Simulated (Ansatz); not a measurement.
Scan of one atom of the cell for Ni3Si (Cu3Au type)

Ni₃Si (Cu3Au type)

```
Ni3Si
1.0
    3.46107     0.00000     0.00000
    0.00000     3.46107     0.00000
    0.00000     0.00000     3.46107
Si Ni
1 3
Direct
  0.00000   0.00000   0.00000
  0.00000   0.50000   0.50000
  0.50000   0.00000   0.50000
  0.50000   0.50000   0.00000
```

Scan: atom 4 (Ni, nearest neighbour Si at 2.447 Å; its periodic images, 3.5 Å or more away, move with it) is displaced along Cartesian x, direction (1.000, 0.000, 0.000) in Cartesian axes, by s. The other atoms stay.

Computed with PBEsol (plane waves to 420 eV, PAW, scalar-relativistic; Ansatz, a first-principles code). k mesh 11×11×11 (Γ-centred), Fermi-Dirac smearing 0.05 eV. Energies are smeared free energies. With partly filled bands, energies and forces of such displacements shift with the k mesh and the smearing. F∥ is the force on the atom along that direction. At this level the bands of Ni3Si touch or barely overlap. Ni3Si is run without spin polarisation. Ni3Si was relaxed with its symmetry unable to fall. ΔE is measured from the undisplaced structure.

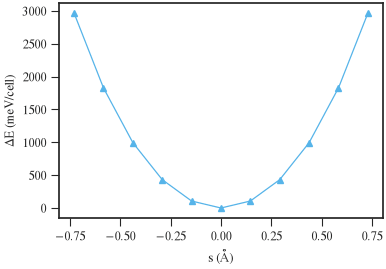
ΔE (meV/cell) against s (Å); computed points joined by lines.

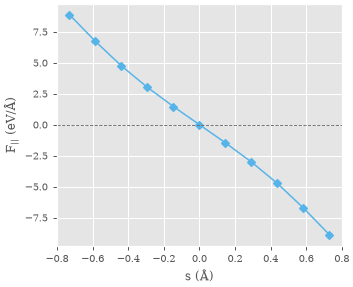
*F∥ (eV/Å) against s (Å); computed points joined by lines.*

The force constant k = d²E/ds² at s = 0 (finite differences) comes out as 9.94 eV/Å² and the energy at s = 0.730 Å is 2965 meV/cell. The force along the line at s = -0.730 Å is 8.88 eV/Å. Symmetry of the curve: even: the same for both signs. Harmonic estimate at the end of the scan: ½ks² = 2647 meV/cell against the computed 2965 meV/cell, so the well is stiffer than harmonic there.

With its periodic images moving along, the atom's site symmetry in this cell is 4/mmm.

(A displaced cell: forces are minus the slopes of the energy, force constants its curvatures, and phonons follow from these.)
